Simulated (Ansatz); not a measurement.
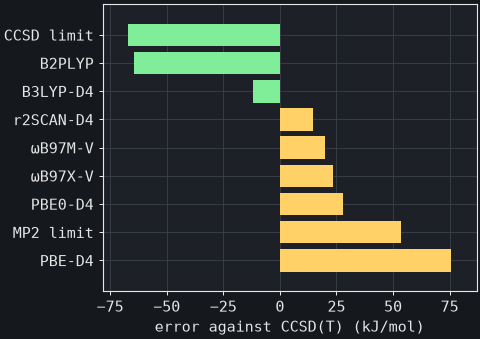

Error in the electronic atomisation energy (method less reference, so positive means overbinding) of C₃H₈SSi, SMILES C[C@H]1C[SiH2]S1: functionals in def2-TZVPP against frozen-core CCSD(T) at the limit (MP2 extrapolated from triple and quadruple zeta, plus CCSD(T) less MP2 in a smaller set), which gives 4844.9 kJ/mol, at a PBE0-D4/def2-TZVP geometry (no frequency check), no zero-point or spin-orbit term, the Ansatz code 0.2.0. The reference leaves out core correlation, a term that grows with the number of heavy atoms. B2PLYP holds a correlation term that converges slowly with the basis, so part of the distance to the limit is basis error. No dispersion term is added to B2PLYP. Limit means the basis limit.

### What range do the values span?

From −67.0 kJ/mol (CCSD limit) to 75.6 kJ/mol (PBE-D4).

### Which of these levels overbind, and which underbind?

Overbind: PBE0-D4, MP2 limit and PBE-D4. Underbind: CCSD limit and B2PLYP. Within 25 kJ/mol of zero, too close to call in view of what the reference leaves out: B3LYP-D4, r2SCAN-D4, ωB97M-V and ωB97X-V.
